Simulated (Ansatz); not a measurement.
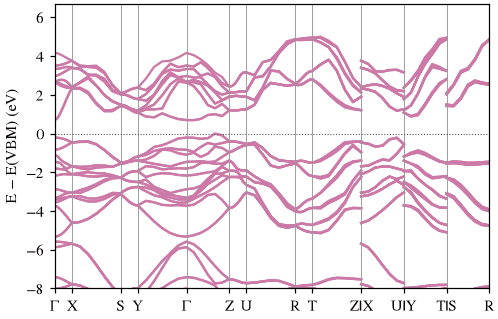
Fig. 1. Band structure from PBE+D3(BJ) with spin–orbit coupling (plane waves, PAW; program Ansatz)

### Question
Read off the gap and where the band edges lie.

### Answer
About 0.7 eV (0.69 eV by a search for the band edges); maximum on the Γ–Z line, 69 % of the way from Γ, minimum on the Γ–Z line, 15 % of the way from Γ.

The material is GeSe in space group Pnma (No. 62; Ge on 4c, Se on 4c).

The cell was relaxed with PBE+D3(BJ) under the symmetry of its start.

Potentials: the later of the program's two PAW sets.
